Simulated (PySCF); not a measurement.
C5H12

```xyz
17

C    -2.5451   -0.2703    0.3086
C    -1.2389    0.4288    0.6500
C    -0.0157   -0.2357    0.0336
C     1.2977    0.4572    0.3699
C     2.5129   -0.2139   -0.2497
H    -3.4095    0.2330    0.7678
H    -2.7133   -0.2929   -0.7803
H    -2.5430   -1.3147    0.6605
H    -1.2837    1.4816    0.3185
H    -1.1145    0.4681    1.7469
H     0.0325   -1.2897    0.3644
H    -0.1364   -0.2754   -1.0649
H     1.2461    1.5099    0.0391
H     1.4146    0.4966    1.4676
H     2.4401   -0.2356   -1.3491
H     3.4452    0.3098    0.0111
H     2.6107   -1.2570    0.0921
```

Geometry: PBE0-D3(BJ)/def2-SVP.

Computed with PySCF 2.14.0, PBE0/pcSseg-1, SCF density, gas phase, non-relativistic.

**What can the converged electron density and electron localisation function tell about the bonding?**

C–C (1.52 Å): ρ at the midpoint is about 1.6 e/Å³; the ELF peaks at about 0.95 between the atoms: localised, covalent bonding.
C–H (1.10 Å): ρ at the midpoint is about 1.9 e/Å³; the ELF climbs to about 1 towards the hydrogen, as it does in any bond to H (an ordinary covalent bond to hydrogen).

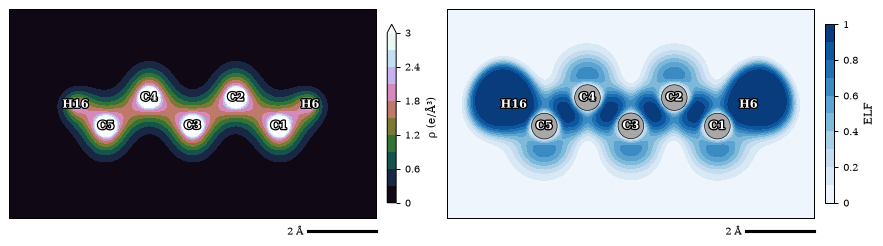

Computed electron density and electron localisation function on the plane of atoms C2, C3 and C4, in this order. Grey discs cover the atomic cores in the ELF map. 
